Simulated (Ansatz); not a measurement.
Si2H4S: several calculations on one system

**1. Relaxation**

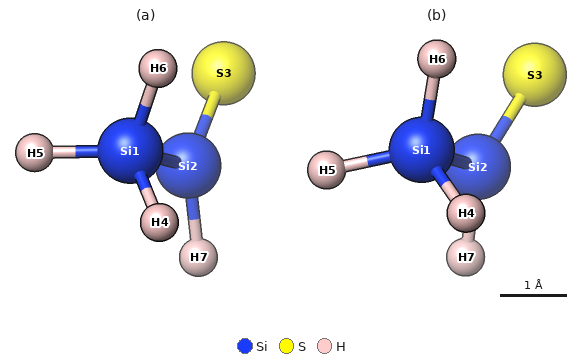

The structure of Si2H4S before (left) and after (right) a relaxation, at one scale.

The picture is a ball-and-stick view, seen from a free direction.

Method: Ansatz, RKS PBE0-D4/def2-TZVP. Set-up: force threshold 0.005 eV/Å; at most 200 steps.

What changed between the two?

Answer. Over 13 accepted moves (16 points after the start) the energy falls by 7.32 kJ/mol. Largest force component: 1.3 eV/Å at the start, 0.0036 eV/Å at the end. The line search rejected the trial steps at points 11, 13, 15 of the run. The forces were under the threshold at step 9, but the run went on from there. The atom that moves furthest after the best rigid fit is H7 (0.40 Å). Largest moves by element: H 0.40 Å, S 0.39 Å, Si 0.04 Å. Near-neighbour distances that change, for instance: Si2–S3 1.990 → 1.948 Å, Si1–Si2 2.307 → 2.343 Å, Si1–H6 1.462 → 1.482 Å, Si1–H4 1.469 → 1.488 Å. Among the angles between lasting bonds that change: Si1–Si2–S3 129.2° → 124.8°, S3–Si2–H7 118.4° → 122.5°, H4–Si1–H6 107.8° → 110.6°. Groups turn about Si1–Si2 by about 25°.

**2. A change**

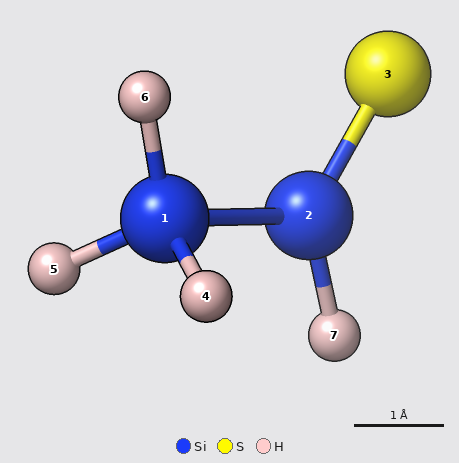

Reference structure: Si2H4S. The picture is a ball-and-stick view, seen from a free direction.

The calculation used RKS wB97M-V/def2-TZVPP in Ansatz 0.2.0. 

Change: All atoms are moved at random (σ = 0.12 Å) from the PBE0-D4/def2-TZVP minimum.

The input:
```yaml
crystal:
  periodic: [false, false, false]
  atoms:
    - {symbol: Si, position_ang: [-0.790686, 0.350314, -0.329068]}
    - {symbol: Si, position_ang: [0.988975, -0.673962, 0.226175]}
    - {symbol: S, position_ang: [1.753277, -0.533106, 2.104592]}
    - {symbol: H, position_ang: [-1.912319, -0.374500, -0.908948]}
    - {symbol: H, position_ang: [-0.367877, 1.348363, -1.427923]}
    - {symbol: H, position_ang: [-1.326443, 1.327071, 0.623524]}
    - {symbol: H, position_ang: [1.664459, -1.274531, -0.905400]}
basis:
  gaussian: {orbitals: def2-TZVPP}
hamiltonian: {xc: {name: wB97M-V}}
output: {forces: true}
```

### What is the effect?

The energy rises by 0.590 eV. The largest force is 4.6 eV/Å, on Si2. The forces point partly back along the displacements (cosine −0.46). At other levels of theory the same distortion costs 0.533 eV (RKS PBE-D4/def2-TZVPP), 0.558 eV (RKS r2SCAN-D4/def2-TZVPP), 0.584 eV (RKS PBE0-D4/def2-TZVPP), 0.585 eV (RHF-CCSD(T), frozen core/def2-TZVPP). Among the bonded contacts that change: Si1–Si2 2.343 → 2.127 Å, Si2–S3 1.948 → 2.033 Å, Si1–H5 1.488 → 1.543 Å, Si2–H7 1.493 → 1.448 Å. Bond angles that change, for instance: H5–Si1–H6 110.6° → 97.6°, Si2–Si1–H4 108.7° → 120.6°.

The changed structure in the same view:

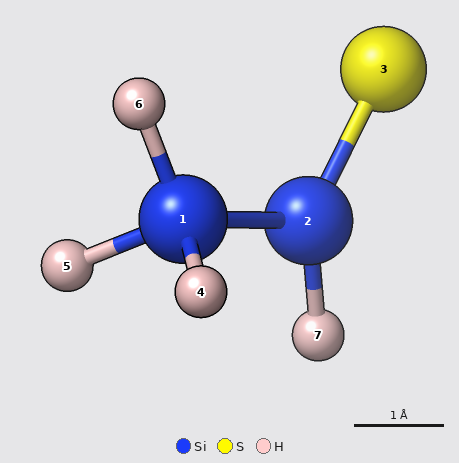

**3. Distortion**

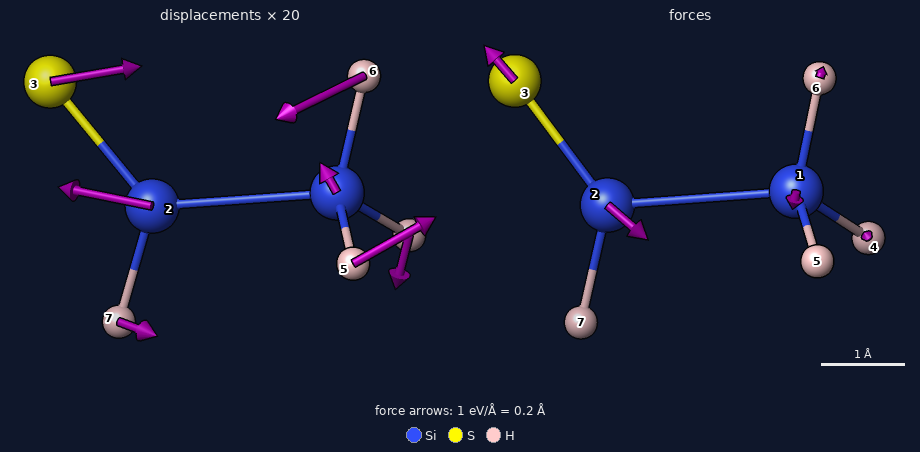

Left: Si$_{2}$H$_{4}$S, with purple arrows for the displacements applied to it. Right: the displaced structure with the computed forces. The picture is a ball-and-stick view, seen at a tilt.

Theory: Ansatz 0.2.0, RHF-CCSD(T), frozen core/def2-TZVPP. 

### Where do the forces point?

All atoms are moved at random (σ = 0.06 Å) from the PBE0-D4/def2-TZVP minimum. Energy change: +0.186 eV. The largest force is 3.4 eV/Å, on Si2. The forces point partly back along the displacements (cosine −0.53). At other levels of theory the same distortion costs 0.194 eV (RKS PBE-D4/def2-TZVPP), 0.171 eV (RKS r2SCAN-D4/def2-TZVPP), 0.160 eV (RKS PBE0-D4/def2-TZVPP), 0.148 eV (RKS wB97M-V/def2-TZVPP). Near-neighbour distances before and after: Si2–S3 1.948 → 1.875 Å, Si1–Si2 2.343 → 2.396 Å, Si1–H6 1.482 → 1.439 Å, Si1–H4 1.488 → 1.520 Å. Among the angles between lasting bonds that change: S3–Si2–H7 122.5° → 128.7°, H4–Si1–H6 110.6° → 114.8°.

**4. Distortion**

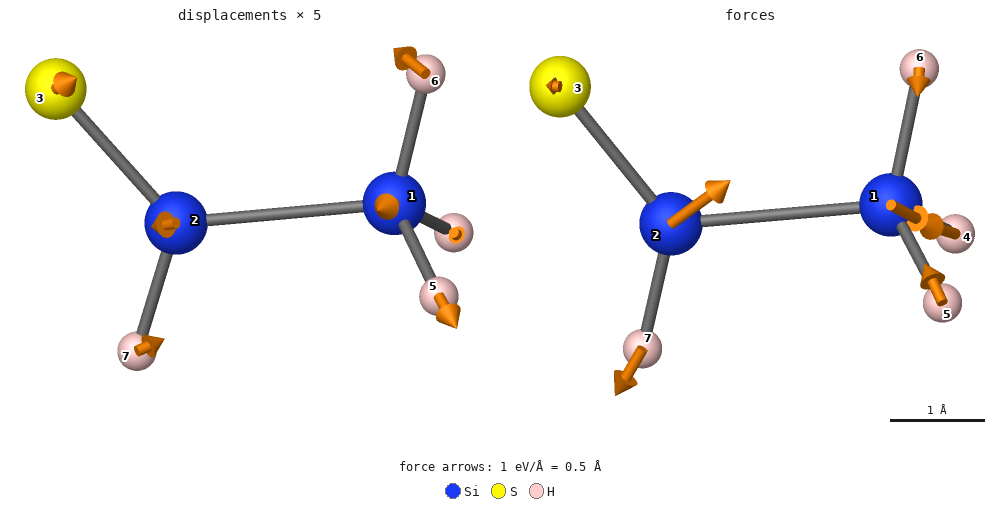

Left: Si₂H₄S, with orange arrows for the displacements applied to it. Right: the displaced structure with the computed forces. Style: ball-and-stick. Shown at a tilt.

Computed with Ansatz 0.2.0, RKS wB97M-V/def2-TZVPP. 

**Where do the forces point?**

All atoms are moved at random (σ = 0.06 Å) from the PBE0-D4/def2-TZVP minimum. The energy rises by 6.75 kcal/mol. The largest force is 1.8 eV/Å, on Si2. The forces point partly back along the displacements (cosine −0.69). At other levels of theory the same distortion costs 5.80 kcal/mol (RKS PBE-D4/def2-TZVPP), 6.42 kcal/mol (RKS r2SCAN-D4/def2-TZVPP), 6.32 kcal/mol (RKS PBE0-D4/def2-TZVPP), 6.66 kcal/mol (RHF-CCSD(T), frozen core/def2-TZVPP). Some distances before and after: Si1–H4 1.488 → 1.606 Å, Si2–H7 1.493 → 1.423 Å, Si1–H5 1.488 → 1.539 Å, Si1–Si2 2.343 → 2.377 Å. Bond angles that change, for instance: S3–Si2–H7 122.5° → 130.0°, H5–Si1–H6 110.6° → 118.0°.
